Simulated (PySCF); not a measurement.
Run report: C₅H₁₄Ge, excited-state calculation

- system: C₅H₁₄Ge
- method: TDDFT KT3/6-311G**, vertical, gas phase, core orbitals frozen in the response (PySCF 2.14.0)

The geometry comes from this level: GFN2-xTB. It belongs to a series of runs on one base structure; here: KT3/6-311G**; 3 states; aux def2-universal-jkfit; guess huckel.

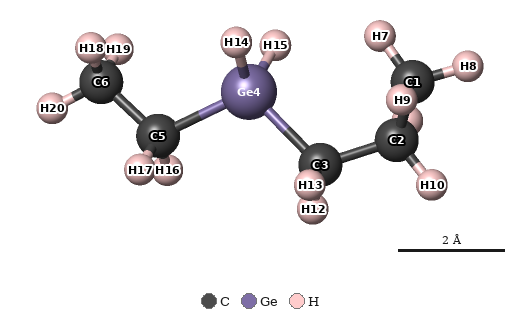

Fig. 1: The input geometry (ball-and-stick view, seen at a tilt; atoms are numbered from 1 in the order of the input). Sticks mark near contacts. Bond lengths as drawn: C–C 1.52 Å, C–Ge 1.98 to 1.99 Å, C–H 1.09 Å and Ge–H 1.51 Å.

**Input**
```
{"job": {"kind": "uv", "xc": "KT3", "basis": "6-311G**", "nstates": 3, "ntriplets": 2, "tda": false, "scf": {"aux": "def2-universal-jkfit", "guess": "huckel"}}, "charge": 0, "multiplicity": 1}
C     -2.875717     0.348314     0.508066
C     -2.373691    -0.334423    -0.754973
C     -1.022641     0.209685    -1.202842
Ge     0.465205    -0.077922     0.083167
C      2.223345     0.023875    -0.831540
C      3.402339    -0.186347     0.108207
H     -2.182030     0.170391     1.329439
H     -3.853566    -0.035438     0.790406
H     -2.956480     1.422224     0.353636
H     -3.103586    -0.193754    -1.557793
H     -2.286775    -1.408300    -0.571986
H     -0.740001    -0.264149    -2.146081
H     -1.109237     1.279222    -1.403994
H      0.437392     0.926342     1.209381
H      0.316382    -1.422183     0.754160
H      2.248702    -0.725709    -1.625125
H      2.312446     0.997243    -1.318811
H      3.398301     0.562748     0.897662
H      3.347510    -1.167555     0.576018
H      4.346956    -0.113585    -0.429122
```

The first line tells a small driver script what to run in PySCF; the rest is the geometry in Å.

Command:
```bash
OMP_NUM_THREADS=1 python <driver script> task.json out
```

**What the program printed**
```
final grid: 144288 points
cycle   1  E = -2283.9866577426  dE =  1.679e-01  |g| = 3.599e+00  |ddm| = 4.415e+00
cycle   2  E = -2273.2518296219  dE =  1.073e+01  |g| = 5.484e+00  |ddm| = 3.767e+01
cycle   3  E = -2286.8843196395  dE = -1.363e+01  |g| = 1.059e+00  |ddm| = 3.750e+01
cycle   4  E = -2287.1034171208  dE = -2.191e-01  |g| = 8.154e-01  |ddm| = 1.890e+00
cycle   5  E = -2287.2556273903  dE = -1.522e-01  |g| = 1.908e-01  |ddm| = 7.360e-01
cycle   6  E = -2287.2620882508  dE = -6.461e-03  |g| = 7.584e-02  |ddm| = 1.889e-01
cycle   7  E = -2287.2635320940  dE = -1.444e-03  |g| = 2.309e-02  |ddm| = 8.025e-02
cycle   8  E = -2287.2636729166  dE = -1.408e-04  |g| = 6.227e-03  |ddm| = 2.384e-02
cycle   9  E = -2287.2636812295  dE = -8.313e-06  |g| = 1.449e-03  |ddm| = 5.578e-03
cycle  10  E = -2287.2636816605  dE = -4.310e-07  |g| = 6.075e-04  |ddm| = 1.732e-03
cycle  11  E = -2287.2636817605  dE = -9.999e-08  |g| = 1.108e-04  |ddm| = 6.227e-04
cycle  12  E = -2287.2636817629  dE = -2.407e-09  |g| = 3.755e-05  |ddm| = 1.000e-04
cycle  13  E = -2287.2636817633  dE = -3.351e-10  |g| = 6.066e-06  |ddm| = 3.195e-05
converged SCF energy = -2287.2636817633

Static polarisability (au): isotropic 89.567, principal 75.493 81.703 111.506

Singlet excitations
state   eV       nm        f      main configurations
  1   7.0878    174.9   0.01074   H->L 0.97
  2   7.1923    172.4   0.00398   H->L+1 0.93
  3   7.4723    165.9   0.00005   H-1->L 0.66, H->L+2 0.33

Triplet excitations (Tamm-Dancoff, eV): 6.6956 6.9603
```

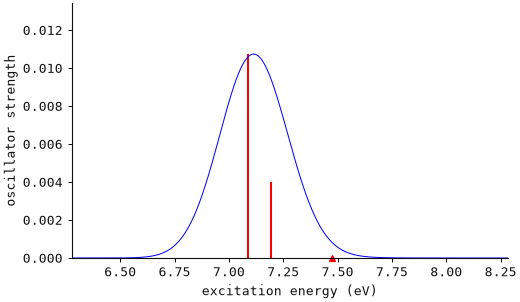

Fig. 2: Computed excitations as sticks (degenerate states added up, dark ones marked on the axis), with a Gaussian envelope of 0.35 eV full width at half maximum, scaled to the tallest. Of the 3 states the lowest lies at 7.09 eV (f = 0.011); the strongest line is at 7.09 eV, or 175 nm (f = 0.011).

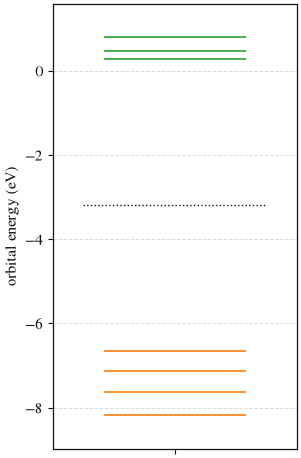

Fig. 3: Orbital energies near the frontier; the dotted line parts filled from empty levels, and levels within 0.02 eV of each other stand side by side. Highest filled −6.67 eV, lowest empty 0.27 eV, 6.94 eV apart.

**Key numbers**

- outcome: converged
- total energy: −2287.263682 hartree
- HOMO: −6.67 eV
- LUMO: 0.27 eV
- dipole moment: 0.79 D
- mean polarisability: 89.57 a.u.
- lowest singlet excitation: 7.09 eV
- hardware: 1 CPU thread, shared host
- wall time: 75 s
- peak memory: 0.82 GiB

Settings chosen away from the usual ones: KT3/6-311G**; 3 states; aux def2-universal-jkfit; guess huckel. Spin–orbit coupling is left out, which matters for the heavy atoms.
